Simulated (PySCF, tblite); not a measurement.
# C6H7N2O−: a rotation path, then NMR shifts on frames

Aim: move C6H7N2O− (`CCCO[C-](C#N)C#N`) away from its starting geometry and see how NMR shifts follow the geometry.

Programs: tblite 0.8.0 and PySCF 2.14.0, with density-fitted response routines of our own. Each step states its level of theory. These are calculated values for one molecule in the gas phase, unless marked as measured. Atoms are numbered from 0 throughout.

### Step 1. The starting structure

16 atoms, charge -1, multiplicity 1; geometry from: GFN2-xTB.

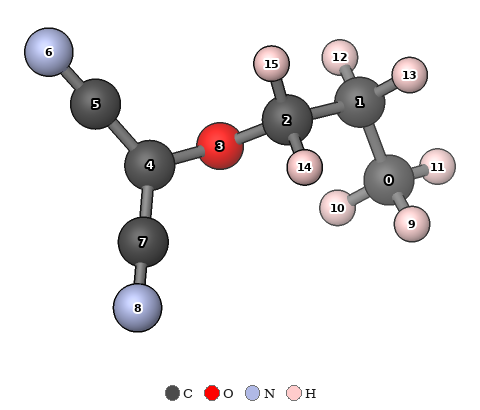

The starting geometry (carbon dark grey, oxygen red, nitrogen light blue, hydrogen pink), atoms numbered.

### Step 2. A band between two rotamers with GFN2-xTB

The job: settings as JSON, then the geometry in Å.

```
{"job": {"kind": "neb", "xc": "GFN2-xTB", "basis": "xTB", "atoms": [0, 1, 2, 3], "turn": 120}, "charge": -1, "multiplicity": 1}
C     -2.263901     0.328478    -0.420939
C     -1.488304    -0.467009     0.621433
C     -0.008201    -0.087925     0.619182
O      0.558519    -0.450415    -0.610833
C      1.944890    -0.105895    -0.705687
C      2.887092    -0.991904    -0.248561
N      3.685527    -1.757193     0.120197
C      2.294721     1.160609    -1.099903
N      2.585675     2.232607    -1.454197
H     -2.239521     1.390734    -0.184274
H     -1.802181     0.185026    -1.394072
H     -3.302909     0.003072    -0.468357
H     -1.567311    -1.533519     0.399383
H     -1.899231    -0.290405     1.619888
H      0.099231     0.998584     0.788541
H      0.508305    -0.605902     1.448284
```

With the program's defaults for keys left out, this is: GFN2-xTB climbing-image nudged elastic band, gas phase.

Launch:

```
> OMP_NUM_THREADS=1 python probes_run.py task.json out
```

One launch serves the whole session: the jobs run in the order shown.

Output:

```text
image   E - E0 / eV
  0      -0.0000
  1       0.0229
  2       0.0779
  3       0.1406
  4       0.1701
  5       0.1423
  6       0.0800
  7       0.0252
  8       0.0006
```

Run time: 13 s. Hardware: 1 thread, shared host.

The final band, with the dihedral C0–C1–C2–O3:

| image | dihedral (°) | energy (eV) | energy (kcal/mol) |
| --- | --- | --- | --- |
| 0 | -65 | 0.000 | 0.0 |
| 1 | -50 | 0.023 | 0.5 |
| 2 | -35 | 0.078 | 1.8 |
| 3 | -18 | 0.141 | 3.2 |
| 4 | 0 | 0.170 | 3.9 |
| 5 | 18 | 0.142 | 3.3 |
| 6 | 34 | 0.080 | 1.8 |
| 7 | 50 | 0.025 | 0.6 |
| 8 | 65 | 0.001 | 0.0 |

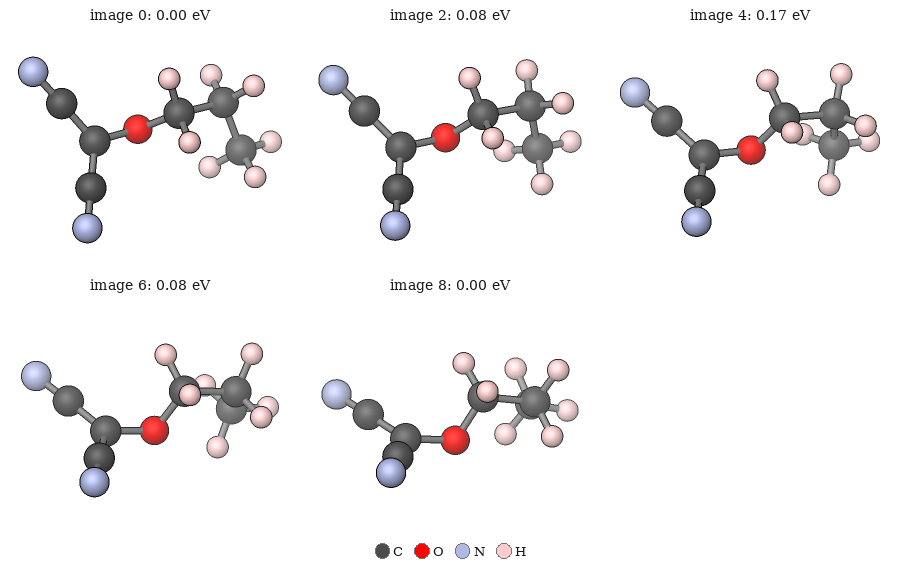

Images along the band.

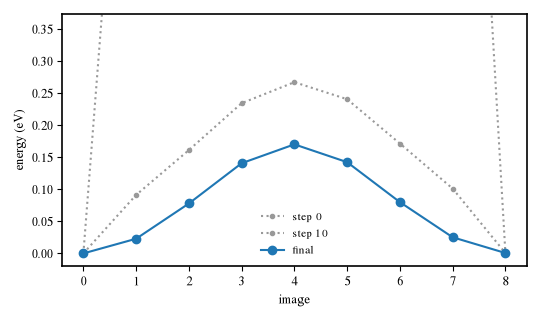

Energy along the band, early and final.

### Step 3. Shielding tensors: image 0, PBE0/pcSseg-1

The job: settings as JSON, then the geometry in Å.

```
{"job": {"kind": "nmr", "xc": "PBE0", "basis": "pcSseg-1", "pop": false}, "charge": -1, "multiplicity": 1}
C     -2.263900     0.328500    -0.420900
C     -1.488300    -0.467000     0.621400
C     -0.008200    -0.087900     0.619200
O      0.558500    -0.450400    -0.610800
C      1.944900    -0.105900    -0.705700
C      2.887100    -0.991900    -0.248600
N      3.685500    -1.757200     0.120200
C      2.294700     1.160600    -1.099900
N      2.585700     2.232600    -1.454200
H     -2.239500     1.390700    -0.184300
H     -1.802200     0.185000    -1.394100
H     -3.302900     0.003100    -0.468400
H     -1.567300    -1.533500     0.399400
H     -1.899200    -0.290400     1.619900
H      0.099200     0.998600     0.788500
H      0.508300    -0.605900     1.448300
```

With the program's defaults for keys left out, this is: GIAO PBE0/pcSseg-1 NMR shielding, non-relativistic, gas phase.

Output:

```text
coarse grid: 14072 points
cycle   1  E = -416.8544164212  dE =  1.196e+00  |g| = 7.303e-01  |ddm| = 3.773e+00
cycle   2  E = -416.6046423832  dE =  2.498e-01  |g| = 1.339e+00  |ddm| = 2.147e+00
cycle   3  E = -416.9576312576  dE = -3.530e-01  |g| = 2.650e-01  |ddm| = 1.395e+00
cycle   4  E = -416.9727185715  dE = -1.509e-02  |g| = 9.089e-02  |ddm| = 2.781e-01
cycle   5  E = -416.9742684964  dE = -1.550e-03  |g| = 2.458e-02  |ddm| = 9.527e-02
cycle   6  E = -416.9743843893  dE = -1.159e-04  |g| = 5.643e-03  |ddm| = 2.510e-02
cycle   7  E = -416.9743914904  dE = -7.101e-06  |g| = 1.220e-03  |ddm| = 5.326e-03
final grid: 138048 points
cycle   8  E = -417.0378897982  dE = -2.850e-05  |g| = 1.220e-02  |ddm| = 2.996e-02
cycle   9  E = -417.0378624261  dE =  2.737e-05  |g| = 1.744e-02  |ddm| = 2.143e-02
cycle  10  E = -417.0379188075  dE = -5.638e-05  |g| = 1.818e-03  |ddm| = 1.351e-02
cycle  11  E = -417.0379195002  dE = -6.926e-07  |g| = 5.490e-04  |ddm| = 1.971e-03
cycle  12  E = -417.0379195532  dE = -5.309e-08  |g| = 2.373e-04  |ddm| = 5.978e-04
cycle  13  E = -417.0379195646  dE = -1.136e-08  |g| = 5.084e-05  |ddm| = 2.150e-04
cycle  14  E = -417.0379195652  dE = -6.165e-10  |g| = 1.043e-05  |ddm| = 6.122e-05
converged SCF energy = -417.0379195652

GIAO shielding tensors (ppm)
atom      isotropic    diamagn.    paramagn.     s11        s22        s33       span
  0 C      172.842     247.427     -74.585    156.639    175.462    186.425     29.786
  1 C      157.292     248.993     -91.702    147.723    154.595    169.557     21.834
  2 C      110.519     246.314    -135.795     76.133    106.073    149.350     73.216
  3 O      305.807     398.801     -92.994    254.675    325.489    337.256     82.580
  4 C      109.470     246.755    -137.284     23.928    121.460    183.024    159.096
  5 C       51.971     256.177    -204.206    -59.493    -52.239    267.645    327.137
  6 N      -78.901     343.527    -422.429   -215.616    -66.505     45.418    261.034
  7 C       52.063     256.532    -204.470    -59.018    -51.794    267.001    326.020
  8 N      -79.006     343.812    -422.817   -216.200    -68.256     47.439    263.639
  9 H       31.193      30.938       0.255     27.415     29.094     37.069      9.654
 10 H       29.889      31.105      -1.216     24.627     30.576     34.463      9.836
 11 H       31.151      28.951       2.200     26.533     28.674     38.245     11.712
 12 H       30.192      31.863      -1.671     26.130     29.145     35.300      9.170
 13 H       30.662      31.446      -0.784     26.011     29.267     36.707     10.696
 14 H       28.500      33.291      -4.791     24.851     28.900     31.748      6.898
 15 H       28.078      32.527      -4.449     23.709     28.999     31.527      7.818
```

Run time: 76 s. Hardware: 1 thread, shared host.

Shifts follow as δ = σ(reference) − σ, with reference shieldings (ppm) from runs at the same level and on the same kind of geometry: ¹H TMS 31.72, ¹³C TMS 186.9, ¹⁵N NH3 267.7, ¹⁷O H2O 336.1. The references are single molecules in the gas phase, so shifts against H2O, NH3, PH3, H3PO4 or CFCl3 are not on the usual liquid scales and can be off by tens of ppm. Each atom is listed at this fixed geometry, with no averaging over motion; a spectrum would average atoms that exchange fast.

| atoms | environment | σ (ppm) | δ (ppm) |
| --- | --- | --- | --- |
| C5 | nitrile carbon | 52.0 | 135.0 |
| C7 | nitrile carbon | 52.1 | 134.9 |
| C4 | carbanion centre | 109.5 | 77.5 |
| C2 | sp3 CH2 bonded to O | 110.5 | 76.4 |
| C1 | sp3 CH2 | 157.3 | 29.6 |
| C0 | methyl carbon | 172.8 | 14.1 |
| H15 | hydrogen on an sp3 CH2 bonded to O | 28.08 | 3.64 |
| H14 | hydrogen on an sp3 CH2 bonded to O | 28.50 | 3.22 |
| H10 | hydrogen on a methyl carbon | 29.89 | 1.83 |
| H12 | hydrogen on an sp3 CH2 | 30.19 | 1.53 |
| H13 | hydrogen on an sp3 CH2 | 30.66 | 1.06 |
| H11 | hydrogen on a methyl carbon | 31.15 | 0.57 |
| H9 | hydrogen on a methyl carbon | 31.19 | 0.52 |
| O3 | ether oxygen | 305.8 | 30.3 |
| N8 | nitrile nitrogen | -79.0 | 346.7 |
| N6 | nitrile nitrogen | -78.9 | 346.6 |

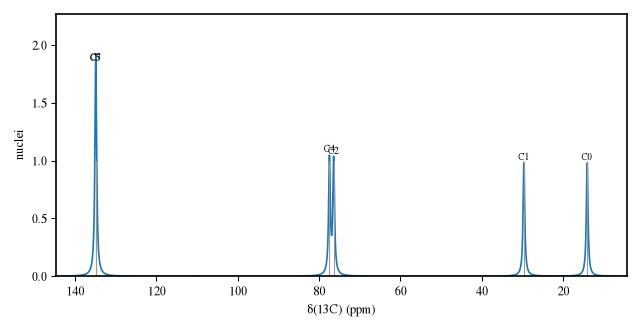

¹³C lines at the computed shifts, without couplings. Lines are broadened to a width of 0.48 ppm (Lorentzian).

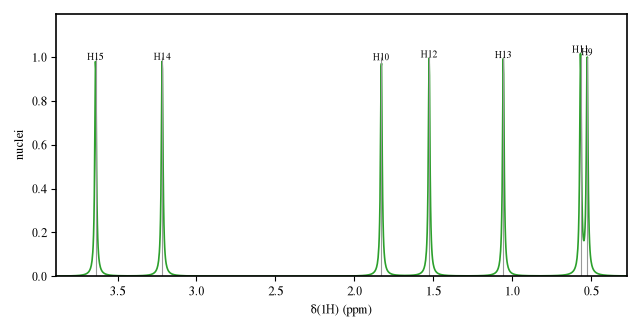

¹H lines at the computed shifts, without couplings. Lines are broadened to a width of 0.01 ppm (Lorentzian).

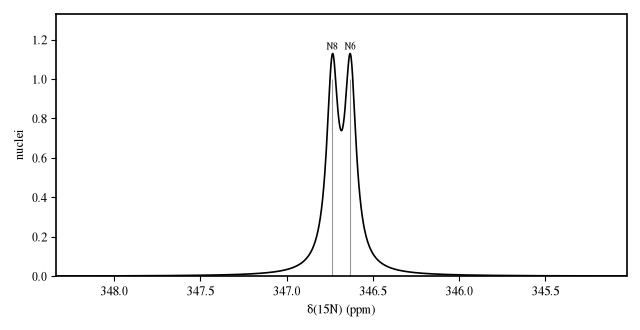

¹⁵N lines at the computed shifts, without couplings. Lines are broadened to a width of 0.08 ppm (Lorentzian).

### Step 4. Nuclear shieldings: image 2, PBE0/pcSseg-1

The job: settings as JSON, then the geometry in Å.

```
{"job": {"kind": "nmr", "xc": "PBE0", "basis": "pcSseg-1", "pop": false}, "charge": -1, "multiplicity": 1}
C     -2.193600     0.115500    -0.550800
C     -1.510500    -0.329200     0.737000
C      0.000800    -0.056700     0.691600
O      0.486600    -0.236800    -0.611300
C      1.889300     0.023700    -0.719900
C      2.760100    -1.017800    -0.527900
N      3.481400    -1.922200    -0.385000
C      2.330500     1.313500    -0.870500
N      2.702600     2.409000    -1.014900
H     -2.053900     1.182800    -0.705000
H     -1.741900    -0.407700    -1.389000
H     -3.260300    -0.106000    -0.521300
H     -1.685400    -1.398200     0.882700
H     -1.936700     0.201900     1.594000
H      0.203600     0.975300     1.030000
H      0.519800    -0.738100     1.390200
```

Method: GIAO PBE0/pcSseg-1 NMR shielding, non-relativistic, gas phase.

Output:

```text
coarse grid: 14072 points
cycle   1  E = -416.8517853360  dE =  1.197e+00  |g| = 7.295e-01  |ddm| = 3.778e+00
cycle   2  E = -416.6028009653  dE =  2.490e-01  |g| = 1.338e+00  |ddm| = 2.159e+00
cycle   3  E = -416.9548165424  dE = -3.520e-01  |g| = 2.633e-01  |ddm| = 1.403e+00
cycle   4  E = -416.9696596030  dE = -1.484e-02  |g| = 9.179e-02  |ddm| = 2.766e-01
cycle   5  E = -416.9712478774  dE = -1.588e-03  |g| = 2.427e-02  |ddm| = 9.650e-02
cycle   6  E = -416.9713610757  dE = -1.132e-04  |g| = 5.584e-03  |ddm| = 2.517e-02
cycle   7  E = -416.9713679818  dE = -6.906e-06  |g| = 1.242e-03  |ddm| = 5.257e-03
final grid: 138048 points
cycle   8  E = -417.0346543153  dE = -2.896e-05  |g| = 1.198e-02  |ddm| = 3.074e-02
cycle   9  E = -417.0346284042  dE =  2.591e-05  |g| = 1.707e-02  |ddm| = 2.102e-02
cycle  10  E = -417.0346822437  dE = -5.384e-05  |g| = 1.690e-03  |ddm| = 1.328e-02
cycle  11  E = -417.0346828445  dE = -6.007e-07  |g| = 4.331e-04  |ddm| = 1.850e-03
cycle  12  E = -417.0346828727  dE = -2.824e-08  |g| = 2.506e-04  |ddm| = 5.275e-04
cycle  13  E = -417.0346828853  dE = -1.260e-08  |g| = 5.578e-05  |ddm| = 2.264e-04
cycle  14  E = -417.0346828860  dE = -7.229e-10  |g| = 1.228e-05  |ddm| = 6.175e-05
converged SCF energy = -417.0346828860

GIAO shielding tensors (ppm)
atom      isotropic    diamagn.    paramagn.     s11        s22        s33       span
  0 C      175.214     246.950     -71.736    166.157    176.769    182.716     16.559
  1 C      159.154     249.219     -90.065    146.804    158.997    171.661     24.857
  2 C      114.150     245.462    -131.311     76.927    109.160    156.364     79.437
  3 O      312.708     399.383     -86.675    251.579    342.447    344.097     92.517
  4 C      110.328     246.266    -135.938     26.843    121.229    182.912    156.069
  5 C       51.981     256.345    -204.364    -59.554    -52.377    267.874    327.428
  6 N      -78.248     343.686    -421.934   -213.677    -67.105     46.039    259.716
  7 C       52.331     256.249    -203.918    -58.592    -50.996    266.580    325.171
  8 N      -79.943     343.791    -423.734   -218.711    -66.345     45.227    263.938
  9 H       31.049      31.026       0.023     26.917     29.303     36.929     10.013
 10 H       29.781      30.992      -1.211     24.177     30.774     34.393     10.216
 11 H       31.325      28.909       2.416     26.857     28.708     38.410     11.553
 12 H       30.104      31.791      -1.687     25.366     29.149     35.796     10.431
 13 H       30.548      31.408      -0.860     26.561     28.700     36.384      9.822
 14 H       28.345      32.823      -4.478     23.656     29.074     32.304      8.647
 15 H       28.128      32.297      -4.170     24.091     28.714     31.578      7.487
```

Run time: 74 s. Hardware: 1 thread, shared host.

This run: δ C5 134.9, C7 134.6, C4 76.6, C2 72.8, H15 3.59, H14 3.37 ppm.

[end of part 1 of 2]
